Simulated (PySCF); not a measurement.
# Cl2Si (SiCl2): the cost of one run

Programs: PySCF 2.14.0, with density-fitted response routines of our own. Each step states its level of theory. These are calculated values for one molecule, in the gas phase or a continuum, unless marked as measured. Atoms count from 0, in the outputs and in this text.

### Step 1. The starting structure

3 atoms, charge 0, multiplicity 1; geometry from: GFN2-xTB. The atoms were then displaced at random by about 0.01 Å, so the start is not that level's minimum.

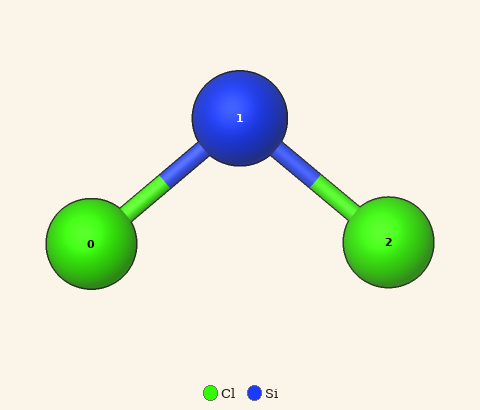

The starting geometry (chlorine green, silicon blue), atoms numbered.

### Step 2. Optimising the geometry at PBE0-D3(BJ)/def2-TZVP

Job settings and geometry (Å):

```
{"job": {"xc": "PBE0", "basis": "def2-TZVP", "d3": "d3bj", "grid": 2, "shake": 0.01, "kind": "geom"}, "charge": 0, "multiplicity": 1}
Cl    -1.558050    -0.469100     0.001730
Si    -0.006140     0.864290    -0.013900
Cl     1.570210    -0.430130    -0.007010
```

Started as:

```
> OMP_NUM_THREADS=1 python probes_run.py task.json out
```

The driver reads the jobs from task.json and runs them one after another.

**Question.** How long does this first job take on 1 thread of Arm Neoverse N1, shared host, and how much memory does it need?

About 22 s, with a peak of 0.41 GiB.
